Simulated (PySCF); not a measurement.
BF2, doublet, SMILES `F[B]F`.

Method: PBE0/def2-SVP; geometry: GFN2-xTB; program: PySCF. No frequency check shows the geometry to be a minimum. A basis without diffuse functions makes polarisabilities too small. The stability of the open-shell solution wasn't checked. GFN2-xTB doesn't know the spin state, so this open-shell geometry is rough.

Geometry (Å), atoms numbered from 1:

```
F1       1.1058   -0.1559    0.0000
B2       0.0000    0.5613    0.0000
F3      -1.1058   -0.1559    0.0000
```

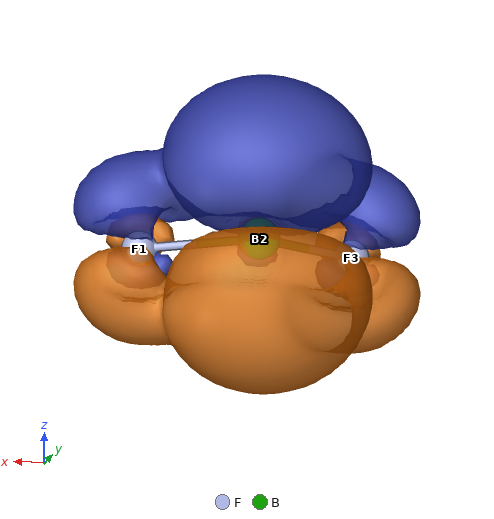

Change of the electron density in a uniform field of 0.10 V/Å, surfaces at ±0.0004 e/Å³ (orange: gain, blue: loss).

Along which Cartesian direction does the field point?

Answer. Along +z: electrons gather on the −z side, against the field.

What dipole is induced, and what polarisability does it imply?

Answer. The induced dipole is 0.07 D (along the field); α along this axis, from the fields in both directions, is 13 bohr³ (1.9 Å³).

Which atoms gain and lose the most charge?

Answer. Hardly any: no atom's Hirshfeld charge changes by as much as 0.002 e. The density shifts from one side of each atom to the other; 0.009 electrons are displaced in all.

The PySCF run took 2.1 s on 1 thread of AMD EPYC 9R45 96-Core Processor (Zen 5), on a shared host, peak memory 0.21 GiB.
